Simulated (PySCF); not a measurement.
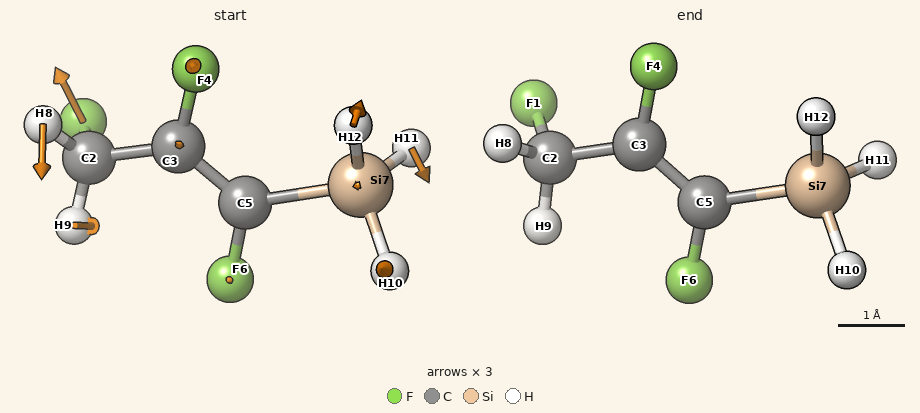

The structure of C3H5F3Si before (left) and after (right) a relaxation, at one scale. The orange arrows give the displacements, magnified 3 times.

Style: ball-and-stick. Shown at a tilt.

The start comes from GFN2-xTB. Its atoms were then displaced at random by about 0.01 Å.

All numbers below come from PySCF 2.14.0, density-fitted response routines, PBE0-D3(BJ)/def2-SVP geometry optimisation, gas phase. 

**What changed between the two?**

Over 15 geometry steps the energy falls by 16.9 kJ/mol. F1 moves most after the best rigid fit: 0.35 Å. By element the largest moves are F 0.35 Å, H 0.32 Å, Si 0.05 Å, C 0.04 Å. Among the contacts that change: Si7–H10 1.449 → 1.491 Å, C3–F4 1.370 → 1.335 Å, C5–Si7 1.920 → 1.889 Å, C2–H9 1.070 → 1.100 Å. Among the angles between lasting bonds that change: F4–C3–C5 115.1° → 118.7°, H10–Si7–H11 112.8° → 109.4°, C5–Si7–H11 106.7° → 109.6°.
